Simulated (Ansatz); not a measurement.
**BN (boron nitride): UB3LYP/6-31G(d) (Cartesian functions)**

What is the energy change on altering one bond length of BN (boron nitride) at UB3LYP/6-31G* (Cartesian functions)? 

The results are computed with Ansatz 0.2.0.

32 further runs of the same task are left out: 32 set aside as unsound or not needed.

## 1. The molecule

BN has 2 atoms, charge 0, and is taken as a triplet. As SMILES, `B#N`. The shape is that of a PBE0-D4/def2-TZVP optimisation.

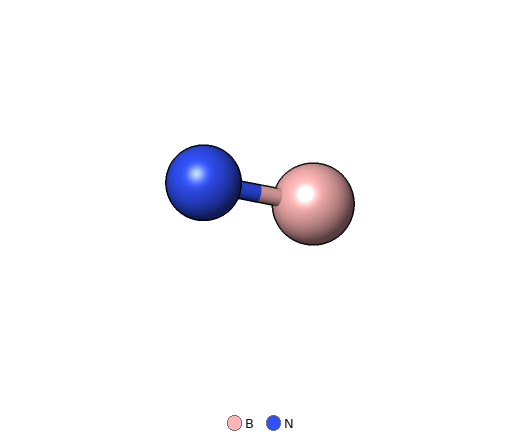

Viewed from a chosen angle; boron pink, nitrogen blue.

## 2. The energy at UB3LYP/6-31G(d) (Cartesian functions)

The input, in.yaml:

```yaml
crystal:
  periodic: [false, false, false]
  atoms:
    - {symbol: B, position_ang: [-0.000000, -0.000000, -0.023520]}
    - {symbol: N, position_ang: [0.000000, 0.000000, 1.291950]}
basis:
  gaussian:
    orbitals: "6-31G*"
magnetization:
  spin_polarized: true
  initial_magnetization: 2
hamiltonian:
  xc: {name: B3LYP}
accuracy: high
output:
  orbitals: {seedname: orbitals}
```

The run is started by

```
$ ansatz run in.yaml --threads 1 --pin off --max-ram 3480MiB --events-out events.jsonl --progress --plain --runs-dir runs
```

Log:

```text
Warning: RAYON_NUM_THREADS=1 ignored (pool sized by the plan → 1); use --threads N
Functional definition: B3LYP
  name "B3LYP"
  parameter a0 = 0.2
  parameter ax = 0.72
  parameter ac = 0.81
  exchange = (1 - a0 - ax)*slater_x + ax*b88_x + a0*exact_x
  correlation = (1 - ac)*vwn_rpa_c + ac*lyp_c
537 factors; integrals over basis functions are off by at most 3.5e-9 eV
mean field evaluation 1: about -2157.0945 eV, gradient 2.8e1 eV
mean field evaluation 2: about -2127.6651 eV, gradient 7.4e1 eV
mean field evaluation 4: about -2160.9597 eV, gradient 1.1e0 eV
mean field evaluation 8: about -2160.9698 eV, gradient 5.4e-2 eV
mean field evaluation 16: about -2160.9699 eV, gradient 1.6e-6 eV
mean field -2160.96990040 eV, -79.4141790817 hartree, gradient 4.9e-8 eV, S^2 2.002495; 1 other end points of the search recorded, 0 dependent functions left out
reference -2160.96992339 eV, -79.4141799264 hartree; 7, 5 occupied and 23, 25 virtual orbitals, 537 factors
Total energy: -2160.96992339 eV, -79.4141799264 hartree
```

Run time: 1.2 s. Hardware: 1 thread of Arm Neoverse V1, shared host; peak memory 0.094 GiB.

## 3. The distorted shape

The input, job.yaml:

```yaml
crystal:
  periodic: [false, false, false]
  atoms:
    - symbol: B
      position_ang: [-0.000000, -0.000000, -1.602050]
    - symbol: "N"
      position_ang: [0.000000, 0.000000, 1.291950]
basis:
  gaussian: {orbitals: "6-31G*"}
accuracy: high
hamiltonian: {xc: {name: B3LYP}}
output: {orbitals: {seedname: orbitals}}
magnetization: {spin_polarized: true, initial_magnetization: 2}
```

The run is started by

```
$ ansatz run job.yaml --threads 1 --pin off --max-ram 3480MiB --events-out events.jsonl --progress --plain --runs-dir runs
```

Log (excerpt; [...] marks lines left out):

```text
Warning: RAYON_NUM_THREADS=1 ignored (pool sized by the plan → 1); use --threads N
[... 7 set-up lines as earlier in the session ...]
499 factors; integrals over basis functions are off by at most 3.0e-9 eV
mean field evaluation 1: about -2149.8320 eV, gradient 2.5e1 eV
mean field evaluation 2: about -1989.2654 eV, gradient 1.1e2 eV
mean field evaluation 4: about -2155.8141 eV, gradient 4.5e0 eV
mean field evaluation 8: about -2156.5323 eV, gradient 2.1e0 eV
mean field evaluation 16: about -2156.5830 eV, gradient 1.7e-4 eV
mean field evaluation 32: about -2153.0228 eV, gradient 2.1e1 eV
mean field -2156.58295778 eV, -79.2529619139 hartree, gradient 5.1e-9 eV, S^2 2.711270; 2 other end points of the search recorded, 0 dependent functions left out
reference -2156.58298316 eV, -79.2529628469 hartree; 7, 5 occupied and 23, 25 virtual orbitals, 499 factors
Total energy: -2156.58298316 eV, -79.2529628469 hartree
```

Wall time 1.9 s (1 thread of Arm Neoverse V1, shared host); peak memory 0.094 GiB.

## 4. Outcome

At UB3LYP/6-31G* (Cartesian functions):

```
                                                         quantity         value
                                        first shape: total energy  -79.41418 Eh
                  first shape: HOMO energy (highest over α and β)      -8.11 eV
                   first shape: LUMO energy (lowest over α and β)      -5.29 eV
                                                first shape: ⟨S²⟩         2.002
                                    distorted shape: total energy  -79.25296 Eh
              distorted shape: HOMO energy (highest over α and β)      -5.38 eV
               distorted shape: LUMO energy (lowest over α and β)      -2.81 eV
                                            distorted shape: ⟨S²⟩         2.711
energy change with the B1–N2 bond stretched from 1.315 to 2.894 Å      4.387 eV
```

With the B1–N2 bond stretched from 1.315 to 2.894 Å the energy rises by 4.39 eV (423 kJ/mol). The first shape isn't relaxed at this level, so the change isn't measured from a minimum. ⟨S²⟩ (distorted shape) is 2.71 where a pure triplet has 2.00: the reference is spin-contaminated.
